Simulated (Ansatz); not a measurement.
Two G0W0 runs on Ti2CO2/Ti2CO2 (MXene bilayer).

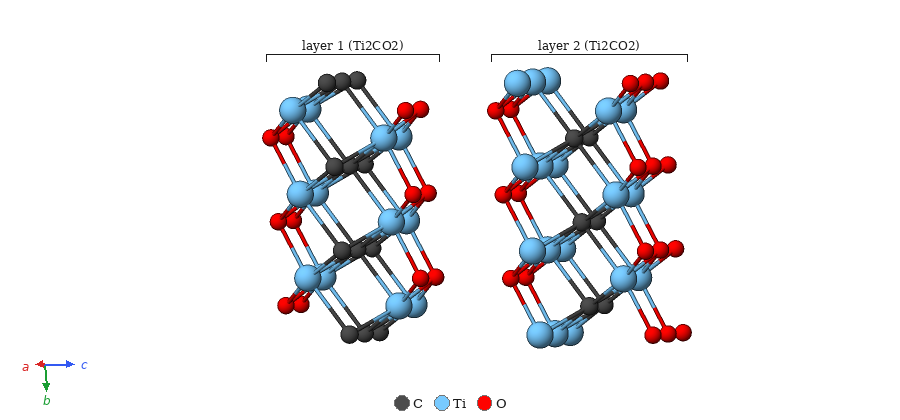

The structure (carbon dark grey, titanium blue, oxygen red). Bonds to atoms that aren't drawn are left out. 2×3×1 cells are drawn. Some periodic images of atoms are drawn too.

The cell holds 10 atoms: 2 C, 4 Ti and 4 O. Its edges and angles: a = 2.983 Å, b = 2.983 Å, c = 46.400 Å, α = 90.0°, β = 90.0°, γ = 120.0°. Regions: layer 1 (Ti2CO2), 5 atoms (1 C, 2 Ti and 2 O); layer 2 (Ti2CO2), 5 atoms (1 C, 2 Ti and 2 O). Vacuum lies along c.

```xyz
10
Lattice="2.9827 0.0000 0.0000 -1.4913 2.5831 0.0000 0.0000 0.0000 46.4000" Properties=species:S:1:pos:R:3
C     0.0000    0.0000   19.6083
Ti    0.0000    1.7220   20.9001
Ti    1.4913    0.8610   18.3162
O     1.4913    0.8610   21.8046
O     0.0000    1.7220   17.4065
C     0.0000    1.7220   26.7917
Ti    1.4913    0.8610   28.0838
Ti    0.0000    0.0000   25.4999
O     0.0000    0.0000   28.9935
O     1.4913    0.8610   24.5954
```

The structure was relaxed with PBEsol-D3(BJ). The runs that relaxed it are not among those shown.

The first (Ansatz 0.2.0; start PBEsol, 6×6×1 mesh, 331 empty bands, screening to 55 eV, PAW set soft_1 files; 4 threads of Arm Neoverse V1, shared host) gave, on its mesh: starting gap 0.20 eV, G0W0 gap 0.98 eV, mean of 1 + 4πα/V (set by the cell height) 13.10, 2.8 min.

The second gave: starting gap 0.20 eV, G0W0 gap 0.94 eV, mean of 1 + 4πα/V (set by the cell height) 13.12, 60 s.

Question: What was changed in the input? Choose among start, files, mesh, bands and cutoff, frequency model or another key.

Changed: empty bands from 331 to 133 and screening cutoff (eV) from 55.0 to 30. The starting gap stayed, which rules out the functional and points to the GW step. Other changes could give like numbers; this is the one that was made.

Limits: not at the basis limit; coarse mesh for a sheet.

[Paths, hosts, dates, memory and timing lines, banners, echoed tables and standing remarks are left out of the program output.]

[Logs are printed without paths, hosts, clocks, repeated set-up lines and the standing remarks that a program may print on its own settings, such as how far it seeks lower states.]

[Runs of the session that timed out or met a known fault of the program may be left out.]

[Cells called generated may have been cut or substituted from an entry of the Crystallography Open Database or the Materials Project.]

[Hosts, paths, dates, database ids (printed as entryN), source tags and the programs' standing remarks are cut or masked in the printed files.]
